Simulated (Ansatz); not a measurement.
# CH4Cl2Ge: rigid scan of one bond length from a Python script

How does the energy of CH4Cl2Ge change as one bond is stretched? Aim: a rigid scan of one bond length, for CH4Cl2Ge, run from a script. SMILES: Cl[CH](Cl)[GeH3].

All numbers are computed with the Python package of Ansatz 0.2.0. Level of theory: Hartree-Fock/def2-SVP.

**1. The system**

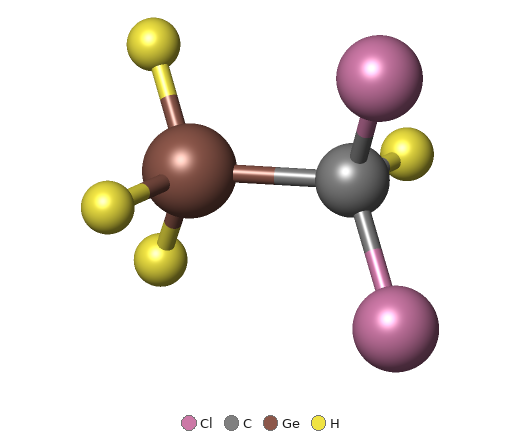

The starting structure, viewed from a chosen angle; chlorine pink, carbon grey, germanium brown, hydrogen yellow.

The script holds or builds the structure itself.

**2. The script**

scan_ch4cl2ge.py reads:

```python
"""Potential curve of CH4Cl2Ge along one bond."""

import ansatz
import matplotlib.pyplot as plt
import numpy as np

geometry_ang = [
    ("Cl", (1.0057, -0.7226, 1.9436)),
    ("C", (0.9089, -0.2491, 0.2068)),
    ("Cl", (1.8735, 1.2037, -0.0809)),
    ("Ge", (-0.8486, 0.1286, -0.3248)),
    ("H", (1.3126, -1.0953, -0.4127)),
    ("H", (-1.478, 1.3101, 0.5203)),
    ("H", (-0.9331, 0.4961, -1.8204)),
    ("H", (-1.749, -1.1285, -0.0877)),
]
ch4cl2ge = ansatz.Crystal.molecule()
for symbol, xyz in geometry_ang:
    ch4cl2ge = ch4cl2ge.atom(symbol, xyz)

symbols = [site.symbol for site in ch4cl2ge.cartesian_sites]
start = np.array([site.position_ang for site in ch4cl2ge.cartesian_sites])
axis = (start[1] - start[3]) / np.linalg.norm(start[1] - start[3])
moving = [0, 1, 2, 4]
lengths, energies = [1.65, 1.725, 1.8, 1.875, 1.95, 2.025, 2.1, 2.212], []
for length in lengths:
    xyz = start.copy()
    xyz[moving] += (length - np.linalg.norm(start[1] - start[3])) * axis
    point = ansatz.Crystal.molecule()
    for symbol, place in zip(symbols, xyz):
        point = point.atom(symbol, place.tolist())
    calculation = point.calculation().basis(gaussian="def2-SVP").functional("HF")
    r = calculation.run().report
    energies.append(r["free_energy_ev"])
    print(f"r = {length:6.3f} A  E = {energies[-1]:.5f} eV  <S^2> = {abs(r['mean_field']['state']['spin_squared']):.3f}")

# quartic fit about the minimum
fit = np.polynomial.Polynomial.fit(lengths, np.array(energies) - min(energies), 4).convert()
roots = [r.real for r in fit.deriv().roots() if abs(r.imag) < 1e-9 and fit.deriv(2)(r.real) > 0]
r_e = min(roots, key=lambda r: abs(r - lengths[int(np.argmin(energies))]))
print(f"minimum of the fit at {r_e:.4f} A, force constant {fit.deriv(2)(r_e):.2f} eV/A^2")
plt.figure(figsize=(4.5, 3))
plt.plot(lengths, np.array(energies) - min(energies), "o-")
plt.xlabel("bond length (A)")
plt.ylabel("E - E(min) (eV)")
plt.tight_layout()
plt.savefig("scan.png", dpi=100)
```

**3. What the engine is handed**

The engine receives this input (first run):

```yaml
crystal:
  periodic: [false, false, false]
  atoms:
    - { symbol: Cl, position_ang: [0.7951438915373509, -0.6773499048840156, 1.8799120186294485] }
    - { symbol: C, position_ang: [0.6983438915373509, -0.2038499048840156, 0.1431120186294485] }
    - { symbol: Cl, position_ang: [1.662943891537351, 1.2489500951159844, -0.1445879813705515] }
    - { symbol: Ge, position_ang: [-0.8486, 0.1286, -0.3248] }
    - { symbol: H, position_ang: [1.102043891537351, -1.0500499048840155, -0.4763879813705515] }
    - { symbol: H, position_ang: [-1.478, 1.3101, 0.5203] }
    - { symbol: H, position_ang: [-0.9331, 0.4961, -1.8204] }
    - { symbol: H, position_ang: [-1.749, -1.1285, -0.0877] }
basis:
  gaussian:
    orbitals: def2-SVP
hamiltonian:
  xc: hf
```

**4. Running it**

Launch:

```console
$ python scan_ch4cl2ge.py
```

Standard output:

```text
r =  1.650 A  E = -82556.28286 eV  <S^2> = 0.000
r =  1.725 A  E = -82557.05898 eV  <S^2> = 0.000
r =  1.800 A  E = -82557.54488 eV  <S^2> = 0.000
r =  1.875 A  E = -82557.81544 eV  <S^2> = 0.000
r =  1.950 A  E = -82557.92702 eV  <S^2> = 0.000
r =  2.025 A  E = -82557.92212 eV  <S^2> = 0.000
r =  2.100 A  E = -82557.83277 eV  <S^2> = 0.000
r =  2.212 A  E = -82557.59280 eV  <S^2> = 0.000
minimum of the fit at 1.9824 A, force constant 17.52 eV/A^2
```

It took 15 s on 1 thread of Arm Neoverse V1, shared host; peak memory 0.31 GiB.

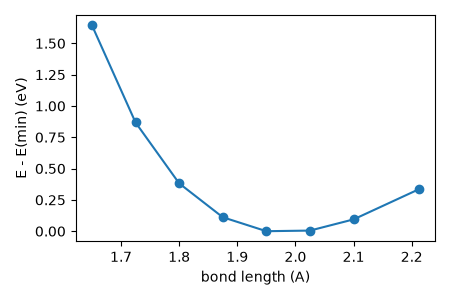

The script's own figure, scan.png.

**5. What changed from run to run**

The engine's inputs for some of the other runs:

Run 5, against run 1:

```diff
@@ -4,3 +4,3 @@
-    - { symbol: Cl, position_ang: [0.7951438915373509, -0.6773499048840156, 1.8799120186294485] }
-    - { symbol: C, position_ang: [0.6983438915373509, -0.2038499048840156, 0.1431120186294485] }
-    - { symbol: Cl, position_ang: [1.662943891537351, 1.2489500951159844, -0.1445879813705515] }
+    - { symbol: Cl, position_ang: [1.0764064172714147, -0.7377953421356548, 1.96498693110753] }
+    - { symbol: C, position_ang: [0.9796064172714147, -0.2642953421356548, 0.22818693110753008] }
+    - { symbol: Cl, position_ang: [1.9442064172714146, 1.1885046578643452, -0.05951306889246995] }
@@ -8 +8 @@
-    - { symbol: H, position_ang: [1.102043891537351, -1.0500499048840155, -0.4763879813705515] }
+    - { symbol: H, position_ang: [1.3833064172714147, -1.1104953421356547, -0.39131306889247] }
```

Run 7, against run 1:

```diff
@@ -4,3 +4,3 @@
-    - { symbol: Cl, position_ang: [0.7951438915373509, -0.6773499048840156, 1.8799120186294485] }
-    - { symbol: C, position_ang: [0.6983438915373509, -0.2038499048840156, 0.1431120186294485] }
-    - { symbol: Cl, position_ang: [1.662943891537351, 1.2489500951159844, -0.1445879813705515] }
+    - { symbol: Cl, position_ang: [1.2170376801384468, -0.7680180607614745, 2.007524387346571] }
+    - { symbol: C, position_ang: [1.1202376801384468, -0.29451806076147447, 0.2707243873465709] }
+    - { symbol: Cl, position_ang: [2.0848376801384467, 1.1582819392385255, -0.01697561265342913] }
@@ -8 +8 @@
-    - { symbol: H, position_ang: [1.102043891537351, -1.0500499048840155, -0.4763879813705515] }
+    - { symbol: H, position_ang: [1.5239376801384468, -1.1407180607614744, -0.34877561265342916] }
```

Run 8, against run 1:

```diff
@@ -4,3 +4,3 @@
-    - { symbol: Cl, position_ang: [0.7951438915373509, -0.6773499048840156, 1.8799120186294485] }
-    - { symbol: C, position_ang: [0.6983438915373509, -0.2038499048840156, 0.1431120186294485] }
-    - { symbol: Cl, position_ang: [1.662943891537351, 1.2489500951159844, -0.1445879813705515] }
+    - { symbol: Cl, position_ang: [1.3220423564124975, -0.7905843573354198, 2.0392856880050547] }
+    - { symbol: C, position_ang: [1.2252423564124975, -0.31708435733541973, 0.3024856880050547] }
+    - { symbol: Cl, position_ang: [2.1898423564124974, 1.1357156426645802, 0.01478568800505467] }
@@ -8 +8 @@
-    - { symbol: H, position_ang: [1.102043891537351, -1.0500499048840155, -0.4763879813705515] }
+    - { symbol: H, position_ang: [1.6289423564124974, -1.1632843573354197, -0.31701431199494534] }
```

**6. The engine's runs**

From the records of these 8 runs:

```tsv
run	distance (Å)	energy from run 5 (eV)	SCF cycles	CPU time (s)
1	1.65	1.6442	11	1.7
2	1.73	0.8680	11	1.7
3	1.80	0.3821	12	1.7
4	1.88	0.1116	12	1.6
5	1.95	0.0000	12	1.7
6	2.02	0.0049	12	1.6
7	2.10	0.0943	11	1.6
8	2.21	0.3342	11	1.6
```

**7. Results**

| quantity | value |
| --- | --- |
| bond length at the fit's minimum | 1.9824 Å |
| runs compared | 8 |
| range of energy | 1.644 eV |
| lowest point, distance (Å) | 1.95 |

The lowest point, at 1.95, lies inside the range. The ends stand 1.64 and 0.334 eV above it. The distance scanned is the script's pair 3, 1. What to keep in mind:
- The rest of the molecule is held rigid at a force-field or estimated start geometry, and the basis set is modest; single-reference methods fail as a bond breaks.
- The orbitals are restricted, so S² is zero by construction.
- Toward dissociation an unrestricted state can lie under the restricted one, by tenths of an eV for polar bonds under a functional and by 1 to 2 eV or more for others.
